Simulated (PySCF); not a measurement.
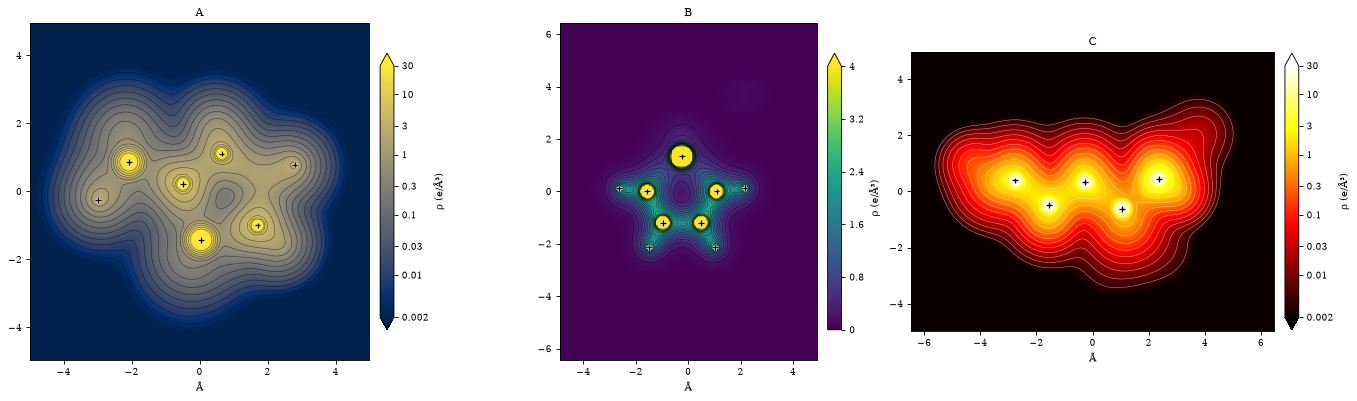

The total electron density of 3 systems, each on a plane through atoms (crosses mark nuclei in the plane).

Method: PySCF, PBE0/pcSseg-1, SCF density, gas phase, non-relativistic.

System 1: C$_{3}$H$_{9}$N$_{3}$Si$_{2}$, the plane of atoms N4, Si3 and N7. Geometry: GFN2-xTB.

| atom | x (Å) | y (Å) | z (Å) |
| --- | --- | --- | --- |
| N | 0.0600 | 1.3620 | 3.5396 |
| C | -0.0764 | 1.2919 | 2.4048 |
| Si | -0.2240 | 1.2334 | 0.5407 |
| N | -1.7755 | 0.6140 | 0.1567 |
| C | -1.6840 | -0.3812 | -0.8906 |
| C | -0.3384 | -1.0719 | -0.6819 |
| N | 0.6105 | -0.0809 | -0.2098 |
| Si | 2.2939 | -0.4780 | -0.1870 |
| H | 0.2337 | 2.5125 | -0.0049 |
| H | -2.6270 | 1.1486 | 0.1542 |
| H | -2.5084 | -1.0951 | -0.8084 |
| H | -1.7204 | 0.0783 | -1.8880 |
| H | 0.0192 | -1.5218 | -1.6116 |
| H | -0.4472 | -1.8715 | 0.0608 |
| H | 2.5618 | -1.5802 | 0.7446 |
| H | 2.9702 | 0.7484 | 0.2200 |
| H | 2.6449 | -0.8962 | -1.5492 |

System 2: C$_{4}$H$_{8}$SSi$_{2}$ (SMILES [SiH3]S[SiH]1C=CC=C1), the plane of atoms C5, C4 and H12. Geometry: GFN2-xTB.

```xyz
15

Si    3.0208   -0.1724    0.3595
S     1.5483   -1.3765   -0.6325
Si   -0.0759    0.0109   -0.9372
C    -0.6068    0.9542    0.6046
C    -1.8495    0.5795    0.9287
C    -2.4707   -0.4202    0.0708
C    -1.7381   -0.8681   -0.9548
H     4.1976   -1.0225    0.3579
H     3.2064    1.0506   -0.4131
H     2.5514    0.1346    1.7050
H     0.2315    0.8527   -2.0906
H    -0.0529    1.6855    1.1686
H    -2.3979    0.9674    1.7758
H    -3.4730   -0.7597    0.2915
H    -2.0957   -1.6081   -1.6484
```

System 3: C$_{3}$H$_{15}$BN$_{2}$Si$_{2}$, the plane of atoms C3, C4 and B5. Geometry: GFN2-xTB.

```xyz
23

N     3.9907   -0.7348   -0.1051
C     2.9302   -0.9808    0.5192
C     1.8573    0.0417    0.6506
C     0.5515   -0.4437    0.0042
B    -0.6620    0.6280    0.2075
Si   -0.3837    2.3616   -0.7070
N    -1.9951   -0.0705   -0.5657
Si   -2.9005   -1.3286    0.3364
H     4.6615   -1.4994   -0.1586
H     2.6959   -1.9523    0.9865
H     1.6754    0.2300    1.7122
H     2.1891    0.9677    0.1819
H     0.7584   -0.6254   -1.0577
H     0.3041   -1.4206    0.4390
H    -0.9899    0.7057    1.3557
H     0.0028    2.2308   -2.1309
H     0.5645    3.3291   -0.1433
H    -1.6578    3.1263   -0.8268
H    -2.5966    0.7160   -0.7943
H    -1.6196   -0.4086   -1.4472
H    -3.8908   -1.8489   -0.6121
H    -1.9532   -2.3637    0.7194
H    -3.5368   -0.6327    1.4460
```

Which map belongs to which system?

Panel A is system 1, C$_{3}$H$_{9}$N$_{3}$Si$_{2}$: the plane holds Si, N, C and H. Si–N (1.71 Å): ρ is about 1.1 e/Å³ halfway. Panel B is system 2, C$_{4}$H$_{8}$SSi$_{2}$: the plane holds Si, C and H. C–C (1.34 Å): ρ is about 2.3 e/Å³ halfway. Panel C is system 3, C$_{3}$H$_{15}$BN$_{2}$Si$_{2}$: the plane holds C, B and N. C–C (1.49 Å): ρ is about 1.8 e/Å³ halfway.
